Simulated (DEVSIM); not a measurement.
System: abrupt Si n-p junction, at 450 K.

| layer (left to right) | material | thickness (μm) | Nd (cm⁻³) | Na (cm⁻³) | τn (s) | τp (s) |
|---|---|---|---|---|---|---|
| 1 | Si | 17.0 | 3.7e17 | - | 3.5e-5 | 3.5e-5 |
| 2 | Si | 68.0 | - | 8.3e14 | 3.5e-5 | 3.5e-5 |

Left contact: ohmic. Right contact: ohmic. Voltage is applied to the left contact. Recombination: SRH at mid-gap, radiative. Mobility is constant in doping.

Constants are typed, rounded textbook-type inputs, not results; the design itself was drawn at random and stands for no fabricated device. Values at 300 K; Nc and Nv go as T^1.5, mobilities as T to minus their exponent, the gap by Varshni's rule with the affinity fixed.

| parameter | Si |
|---|---|
| gap (eV) | 1.124 |
| affinity (eV) | 4.05 |
| permittivity | 11.7 |
| Nc (cm⁻³) | 2.86e19 |
| Nv (cm⁻³) | 3.1e19 |
| μn (cm²/Vs) | 1417 |
| μp (cm²/Vs) | 470 |
| T exponent of μn | 2.3 |
| T exponent of μp | 2.2 |
| B (cm³/s) | 4.7e-15 |
| Varshni α (eV/K) | 0.000473 |
| Varshni β (K) | 636 |

DEVSIM, 1D drift-diffusion, Boltzmann statistics, complete ionisation; no tunnelling, impact ionisation, image-force lowering or self-heating.

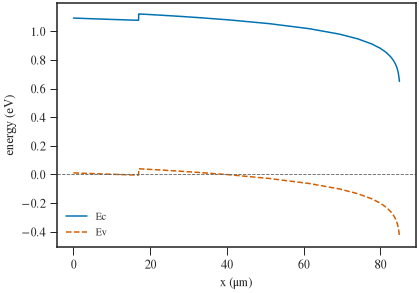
*Band edges at -0.9 V on the left contact*

Energies count from the Fermi level of the right contact; mesh points crowd at the junctions.

```
x (μm)   Ec (eV)  Ev (eV)  n (cm⁻³)  p (cm⁻³)  field (V/cm)
-------  -------  -------  --------  --------  ------------
0.000      1.092    0.011    3.7e17     6.3e9           -10
0.05117    1.092    0.011    3.7e17    1.5e14           -10
0.2111     1.092    0.011    3.7e17    6.3e14           -10
0.7111     1.091    0.010    3.7e17    2.1e15           -10
3.429      1.089    0.007    3.8e17    9.8e15           ≈ 0
10.07      1.083    0.001    4.0e17    2.7e16           ≈ 0
14.80      1.078   -0.003    4.1e17    3.7e16           ≈ 0
16.53      1.077   -0.004    4.1e17    4.1e16           ≈ 0
16.87      1.077   -0.005    4.1e17    4.2e16           ≈ 0
16.98      1.077   -0.004    4.0e17    4.3e16          1100
17.01      1.114    0.033    1.6e17    1.1e17          7100
17.14      1.121    0.039    1.3e17    1.3e17           -14
17.49      1.120    0.039    1.3e17    1.3e17           -15
18.58      1.119    0.037    1.3e17    1.3e17           -15
24.54      1.109    0.028    1.2e17    1.2e17           -16
40.66      1.079   -0.002    8.6e16    8.7e16           -22
69.35      0.980   -0.101    3.2e16    3.3e16           -59
80.02      0.881   -0.201    1.1e16    1.2e16          -160
83.92      0.773   -0.308    3.1e15    3.9e15          -550
84.67      0.712   -0.369    1.2e15    1.9e15         -1300
84.92      0.669   -0.412    4.5e14    1.0e15         -2200
85.00      0.650   -0.432    2.8e12    8.3e14         -2400
```
